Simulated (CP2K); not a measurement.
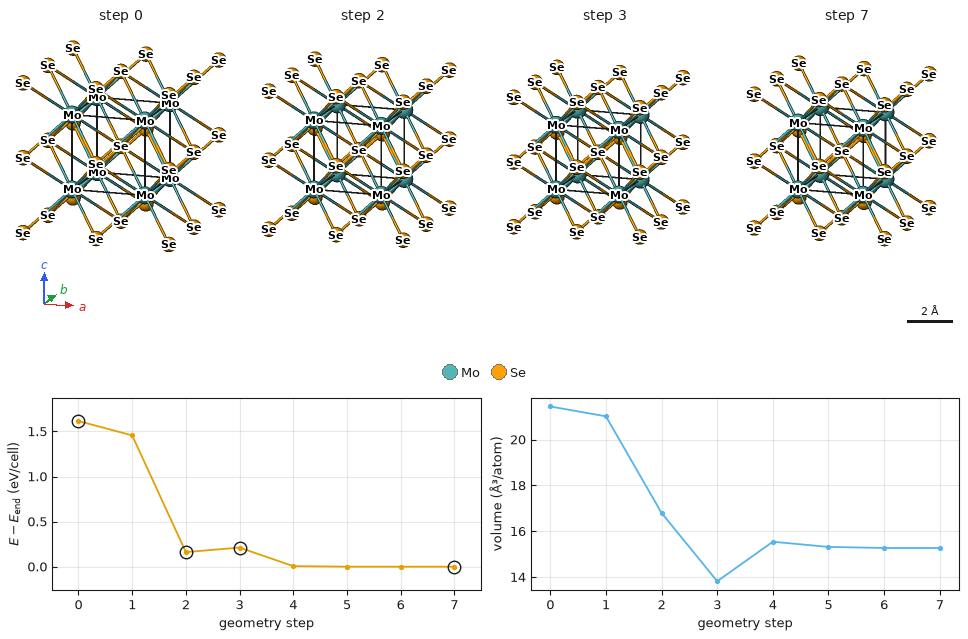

Frames of a relaxation of a crystal of MoSe (a generated structure, set up in Pm-3m), marked on the history of the run. A ball-and-stick model of the cell of the calculation, seen slightly off an axis.

The run lets cell and atoms move.

These are results of Kohn-Sham DFT of a periodic cell, PBEsol, GTH-PBE with UZH-TZVP basis (CP2K 2026.2), not measurements.

Input
```
&GLOBAL
  PROJECT mose_vcrelax
  RUN_TYPE CELL_OPT
  PRINT_LEVEL LOW
&END GLOBAL
&FORCE_EVAL
  METHOD QS
  STRESS_TENSOR ANALYTICAL
  &DFT
    BASIS_SET_FILE_NAME BASIS_MOLOPT_UZH
    POTENTIAL_FILE_NAME POTENTIAL_UZH
    &MGRID
      CUTOFF 675
      REL_CUTOFF 60
      NGRIDS 5
    &END MGRID
    &QS
      METHOD GPW
      EPS_DEFAULT 1.0E-9
      EXTRAPOLATION USE_PREV_P
    &END QS
    &KPOINTS
      SCHEME MONKHORST-PACK 6 6 6
      GAMMA_CENTERED T
    &END KPOINTS
    &SCF
      SCF_GUESS ATOMIC
      EPS_SCF 1.0E-6
      MAX_SCF 100
      ADDED_MOS 13
      CHOLESKY OFF
      EPS_EIGVAL 1.0E-7
      &DIAGONALIZATION ON
        ALGORITHM STANDARD
      &END DIAGONALIZATION
      &MIXING ON
        METHOD BROYDEN_MIXING
        ALPHA 0.4
        BETA 1.5
        NBUFFER 8
      &END MIXING
      &SMEAR ON
        METHOD FERMI_DIRAC
        ELECTRONIC_TEMPERATURE 580.23
      &END SMEAR
    &END SCF
    &XC
      &XC_FUNCTIONAL
        &GGA_X_PBE_SOL
        &END GGA_X_PBE_SOL
        &GGA_C_PBE_SOL
        &END GGA_C_PBE_SOL
      &END XC_FUNCTIONAL
    &END XC
    &PRINT
      &KPOINTS ON
      &END KPOINTS
      &MULLIKEN ON
        &EACH
          CELL_OPT 0
        &END EACH
        ADD_LAST NUMERIC
      &END MULLIKEN
      &MO ON
        ENERGIES T
        OCCUPATION_NUMBERS T
        &EACH
          QS_SCF 0
          CELL_OPT 0
        &END EACH
        ADD_LAST NUMERIC
      &END MO
    &END PRINT
  &END DFT
  &SUBSYS
    &CELL
      A 3.5002295900 0.0000000000 0.0000000000
      B 0.0000000000 3.5002295900 0.0000000000
      C 0.0000000000 0.0000000000 3.5002295900
      PERIODIC XYZ
    &END CELL
    &COORD
      SCALED
      Mo  0.0000000000 0.0000000000 0.0000000000
      Se  0.5000000000 0.5000000000 0.5000000000
    &END COORD
    &KIND Mo
      BASIS_SET TZVP-MOLOPT-PBE-GTH-q14
      POTENTIAL GTH-PBE-q14
    &END KIND
    &KIND Se
      BASIS_SET TZVP-MOLOPT-PBE-GTH-q6
      POTENTIAL GTH-PBE-q6
    &END KIND
    &PRINT
      &ATOMIC_COORDINATES ON
      &END ATOMIC_COORDINATES
      &CELL ON
      &END CELL
    &END PRINT
  &END SUBSYS
  &PRINT
    &FORCES ON
    &END FORCES
    &STRESS_TENSOR ON
    &END STRESS_TENSOR
  &END PRINT
&END FORCE_EVAL
&MOTION
  &CELL_OPT
    OPTIMIZER BFGS
    MAX_ITER 40
    MAX_FORCE [eV*angstrom^-1] 0.05
    RMS_FORCE [eV*angstrom^-1] 0.05
    MAX_DR 1.0E-2
    RMS_DR 1.0E-2
    EXTERNAL_PRESSURE [bar] 0.0
    PRESSURE_TOLERANCE [bar] 300
    KEEP_SPACE_GROUP T
  &END CELL_OPT
  &PRINT
    &TRAJECTORY ON
    &END TRAJECTORY
    &CELL ON
    &END CELL
    &FORCES ON
    &END FORCES
    &STRESS ON
    &END STRESS
    &RESTART OFF
    &END RESTART
    &RESTART_HISTORY OFF
    &END RESTART_HISTORY
  &END PRINT
&END MOTION
```

Command:
```bash
OMP_NUM_THREADS=1 cp2k.psmp -i mose_vcrelax.inp -o mose_vcrelax.out
```

What happens along the run?

The atoms keep their places relative to the cell (all moves are under 0.005 Å). The volume changes by −28.8 %, with a = b = c 3.500 → 3.126 Å (−10.7 %). Among the contacts that change: Se–Se 3.500 → 3.126 Å, Mo–Se 3.031 → 2.707 Å. The space group stays Pm-3m (No. 221). After 7 geometry steps the energy has fallen by 1.615 eV per cell of the calculation. All forces vanish by symmetry, so only the cell relaxes. From step 0 to 2: volume −21.7 %, energy −1.454 eV per cell of the calculation. From step 2 to 3: volume −17.7 %, energy +50.3 meV per cell of the calculation. From step 3 to 7: volume +10.5 %, energy −0.212 eV per cell of the calculation.

```
step  E − E(0), meV/atom  pressure, GPa  volume, Å³/atom
   0                0.00         -29.85           21.442
   1              -79.52         -29.54           21.013
   2             -726.83         -15.39           16.798
   3             -701.66          25.61           13.818
   4             -804.52          -3.42           15.540
   5             -807.38          -0.60           15.315
   6             -807.46           0.02           15.268
   7             -807.49                          15.268
```
